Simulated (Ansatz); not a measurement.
**CCSDTQ/STO-3G run of CH6B− ([BMeH3]-)**

Aim: the energy change on altering one bond length of CH6B− ([BMeH3]-) at CCSDTQ/STO-3G, from 2 runs. 

The calculation is run with Ansatz 0.2.0.

1 further run of the same task is left out (it didn't finish).

**1. The system as given**

The species is CH6B− (8 atoms), meant as a singlet with charge -1. SMILES: `[H][B-]([H])([H])C`. The coordinates come from a GFN2-xTB relaxation.

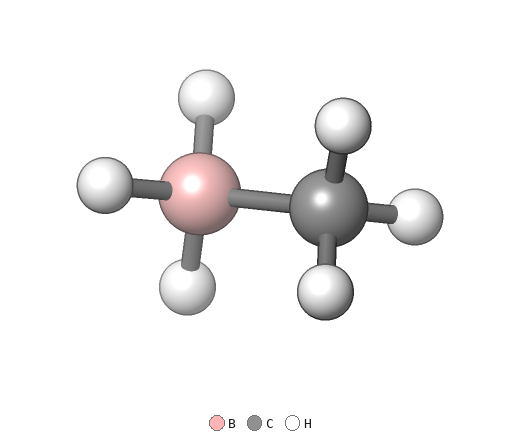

The structure, seen from a chosen angle (boron pink, carbon grey, hydrogen white).

**2. A single-point energy at CCSDTQ/STO-3G**

Input file run.yaml:

```yaml
crystal:
  periodic: [false, false, false]
  atoms:
    - {symbol: B, position_ang: [-0.002120, 0.003030, -0.820260]}
    - {symbol: C, position_ang: [0.002160, -0.002850, 0.828840]}
    - {symbol: H, position_ang: [-1.010180, 0.041900, 1.245300]}
    - {symbol: H, position_ang: [0.550190, 0.849940, 1.244930]}
    - {symbol: H, position_ang: [0.469650, -0.905360, 1.238890]}
    - {symbol: H, position_ang: [1.151450, -0.035240, -1.249110]}
    - {symbol: H, position_ang: [-0.546150, 1.024230, -1.240270]}
    - {symbol: H, position_ang: [-0.615010, -0.975650, -1.248310]}
basis:
  gaussian:
    orbitals: STO-3G
total_charge: -1
correlation:
  method: ccsdtq
  frozen_orbitals: {B: 1, C: 1, H: 0}
scf:
  omitted_lower_state_checks: [cluster_reference, increment]
accuracy: high
```

Launch:

```console
$ ansatz run run.yaml --threads 1 --pin off --max-ram 2610MiB --events-out events.jsonl --progress --plain --runs-dir runs
```

What it wrote:

```text
Warning: RAYON_NUM_THREADS=1 ignored (pool sized by the plan → 1); use --threads N
Functional definition: HF
  name "HF"
  exchange = exact_x
  correlation = 0
these checks for a lower state are left out or cut short: cluster_reference, increment
278 factors; integrals over basis functions are off by at most 1.5e-8 eV
mean field evaluation 1: about -1771.3881 eV, gradient 1.6e1 eV
mean field evaluation 2: about -1771.4850 eV, gradient 1.6e1 eV
mean field evaluation 4: about -1772.5547 eV, gradient 9.6e-1 eV
mean field evaluation 8: about -1772.5576 eV, gradient 1.0e-6 eV
mean field -1772.55762522 eV, -65.1402912441 hartree, gradient 5.4e-8 eV, S^2 0.000000; 0 other end points of the search recorded, 0 dependent functions left out
2 core orbitals not correlated: weight in the atoms' cores, before any rotation towards them, 1.000 or more for the frozen orbitals, at most 0.000 for the correlated occupied ones
reference -1772.55762522 eV, -65.1402912441 hartree; 7, 7 occupied and 7, 7 virtual orbitals, 278 factors
second order -2.61258037 eV of doubles, -0.00000000 eV of singles
cycle   1  -3.27855197 eV  change   -6.7e-1 eV  update   5.9e-2
cycle   2  -3.62589788 eV  change   -3.5e-1 eV  update   2.2e-2
cycle   3  -3.63762598 eV  change   -1.2e-2 eV  update   3.2e-3
cycle   4  -3.63953566 eV  change   -1.9e-3 eV  update   9.2e-4
cycle   5  -3.63945707 eV  change    7.9e-5 eV  update   2.7e-4
cycle   6  -3.63939273 eV  change    6.4e-5 eV  update   6.0e-5
cycle   7  -3.63939482 eV  change   -2.1e-6 eV  update   1.7e-5
cycle   8  -3.63939504 eV  change   -2.2e-7 eV  update   5.0e-6
cycle   9  -3.63939393 eV  change    1.1e-6 eV  update   1.4e-6
cycle  10  -3.63939365 eV  change    2.8e-7 eV  update   4.6e-7
cycle  11  -3.63939369 eV  change   -3.3e-8 eV  update   2.0e-7
cycle  12  -3.63939371 eV  change   -2.3e-8 eV  update   8.6e-8
cycle  13  -3.63939372 eV  change   -1.5e-8 eV  update   2.5e-8
cycle  14  -3.63939372 eV  change    6.6e-9 eV  update   8.7e-9
cycle  15  -3.63939375 eV  change   -2.9e-8 eV  update   8.9e-9
cycle  16  -3.63939376 eV  change   -9.9e-9 eV  update   2.9e-9
cycle  17  -3.63939376 eV  change   -2.0e-9 eV  update   1.1e-9
cycle  18  -3.63939376 eV  change  -2.1e-10 eV  update  4.1e-10
Total energy: -1776.19701898 eV, -65.2740364978 hartree
Checks for a lower state left out: cluster_reference, increment
```

Run time: 5.1 s. Hardware: 1 thread of Arm Neoverse V2, shared host; peak memory 0.12 GiB.

**3. The distorted shape, same level**

Input file run.yaml:

```yaml
crystal:
  periodic: [false, false, false]
  atoms:
    - {symbol: B, position_ang: [-0.139119, -0.210155, -0.924276]}
    - {symbol: C, position_ang: [-0.134839, -0.216035, 0.724824]}
    - {symbol: H, position_ang: [-1.147179, -0.171285, 1.141284]}
    - {symbol: H, position_ang: [0.550190, 0.849940, 1.244930]}
    - {symbol: H, position_ang: [0.332651, -1.118545, 1.134874]}
    - {symbol: H, position_ang: [1.014451, -0.248425, -1.353126]}
    - {symbol: H, position_ang: [-0.683149, 0.811045, -1.344286]}
    - {symbol: H, position_ang: [-0.752009, -1.188835, -1.352326]}
basis:
  gaussian:
    orbitals: STO-3G
accuracy: high
total_charge: -1
correlation:
  method: ccsdtq
  frozen_orbitals: {B: 1, C: 1, H: 0}
scf:
  omitted_lower_state_checks: [cluster_reference, increment]
```

Launch:

```console
$ ansatz run run.yaml --threads 1 --pin off --max-ram 2610MiB --events-out events.jsonl --progress --plain --runs-dir runs
```

What it wrote:

```text
Warning: RAYON_NUM_THREADS=1 ignored (pool sized by the plan → 1); use --threads N
Functional definition: HF
  name "HF"
  exchange = exact_x
  correlation = 0
these checks for a lower state are left out or cut short: cluster_reference, increment
278 factors; integrals over basis functions are off by at most 1.7e-8 eV
mean field evaluation 1: about -1770.0268 eV, gradient 1.8e1 eV
mean field evaluation 2: about -1770.1181 eV, gradient 1.8e1 eV
mean field evaluation 4: about -1771.3972 eV, gradient 1.3e0 eV
mean field evaluation 8: about -1771.4030 eV, gradient 1.9e-6 eV
mean field -1771.40304435 eV, -65.0978611799 hartree, gradient 8.8e-8 eV, S^2 0.000000; 0 other end points of the search recorded, 0 dependent functions left out
2 core orbitals not correlated: weight in the atoms' cores, before any rotation towards them, 1.000 or more for the frozen orbitals, at most 0.000 for the correlated occupied ones
reference -1771.40304435 eV, -65.0978611799 hartree; 7, 7 occupied and 7, 7 virtual orbitals, 278 factors
second order -2.85287560 eV of doubles, -0.00000000 eV of singles
cycle   1  -3.58279938 eV  change   -7.3e-1 eV  update   6.6e-2
cycle   2  -3.99247721 eV  change   -4.1e-1 eV  update   2.6e-2
cycle   3  -4.00666780 eV  change   -1.4e-2 eV  update   4.1e-3
cycle   4  -4.00920951 eV  change   -2.5e-3 eV  update   1.4e-3
cycle   5  -4.00932295 eV  change   -1.1e-4 eV  update   4.6e-4
cycle   6  -4.00923106 eV  change    9.2e-5 eV  update   1.1e-4
cycle   7  -4.00925147 eV  change   -2.0e-5 eV  update   3.6e-5
cycle   8  -4.00926167 eV  change   -1.0e-5 eV  update   1.1e-5
cycle   9  -4.00926019 eV  change    1.5e-6 eV  update   3.4e-6
cycle  10  -4.00925891 eV  change    1.3e-6 eV  update   1.2e-6
cycle  11  -4.00925876 eV  change    1.5e-7 eV  update   5.6e-7
cycle  12  -4.00925870 eV  change    5.4e-8 eV  update   2.3e-7
cycle  13  -4.00925883 eV  change   -1.3e-7 eV  update   1.2e-7
cycle  14  -4.00925884 eV  change   -1.2e-8 eV  update   7.7e-8
cycle  15  -4.00925884 eV  change   5.9e-10 eV  update   1.1e-8
cycle  16  -4.00925886 eV  change   -1.8e-8 eV  update   1.0e-8
cycle  17  -4.00925886 eV  change   -6.2e-9 eV  update   4.2e-9
cycle  18  -4.00925887 eV  change   -1.7e-9 eV  update   3.5e-9
cycle  19  -4.00925887 eV  change  -5.0e-10 eV  update   1.7e-9
Total energy: -1775.41230322 eV, -65.2451987257 hartree
Checks for a lower state left out: cluster_reference, increment
```

Wall time 5.1 s (1 thread of Arm Neoverse V2, shared host); peak memory 0.12 GiB.

**4. What came out**

Level: CCSDTQ/STO-3G, 2 core orbitals frozen.

```
                                                         quantity         value
                                        first shape: total energy  -65.27404 Eh
         first shape: correlation energy (2 core orbitals frozen)    -133.7 mEh
                                       first shape: T1 diagnostic         0.004
                                    distorted shape: total energy  -65.24520 Eh
     distorted shape: correlation energy (2 core orbitals frozen)    -147.3 mEh
                                   distorted shape: T1 diagnostic         0.004
energy change with the C2–H4 bond stretched from 1.096 to 1.370 Å      0.785 eV
```

With the C2–H4 bond stretched from 1.096 to 1.370 Å the energy rises by 0.78 eV (18.1 kcal/mol). The first shape isn't relaxed at this level, so the change isn't measured from a minimum. The minimal basis adds a large error of its own.
